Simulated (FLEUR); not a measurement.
Band structure of Mo (Im-3m, 1 atom in the cell).

```xyz
1
Lattice="-1.5680 1.5680 1.5680 1.5680 -1.5680 1.5680 1.5680 1.5680 -1.5680" Properties=species:S:1:pos:R:3 pbc="T T T"
Mo     0.0000     0.0000     0.0000
```

Computed with FLEUR with PBE, all-electron FLAPW (FLEUR), scalar-relativistic valence.

Settings: Kmax = 4.2 1/bohr; GmaxXC = 16.8 1/bohr; xcFunctional = pbe; jspins = 1; l_soc = F; mode = hist; fermiSmearingEnergy = 0.00183747 Htr; mesh (inpgen div1-3) = 15 15 15; inpgen gamma flag = false; Gmax = 16.8 1/bohr; numbands = 0; maxIterBroyd = 99; imix = Anderson; alpha = 0.05.

The starting cell comes from a database of computed structures (which also holds hypothetical and non-ambient phases and stackings), without a prior relaxation at this level. Its lattice was rescaled by a random factor within 2.5 % of one. Spin polarisation is off. Values depend on the basis (sphere radii, cutoffs, local orbitals), which need not be converged.

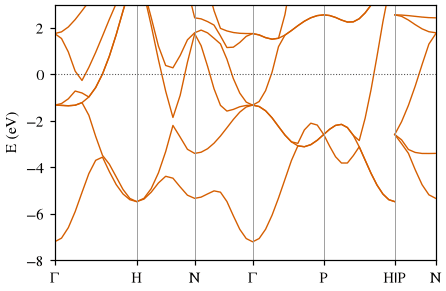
Figure: Bands along the path, energies from the Fermi level.

Levels in eV from the Fermi level, bands 4 to 11:
```
point       4      5      6      7      8     9    10     11
-----  ------  -----  -----  -----  -----  ----  ----  -----
Γ      -34.45  -7.20  -1.32  -1.32  -1.32  1.75  1.75  14.79
H      -35.46  -5.47  -5.47   4.13   4.13  4.13  9.23   9.23
N      -34.47  -5.33  -3.40   1.74   1.79  2.43  4.92  12.00
P      -35.19  -2.59  -2.59  -2.59   2.56  2.56  9.81  11.85
```
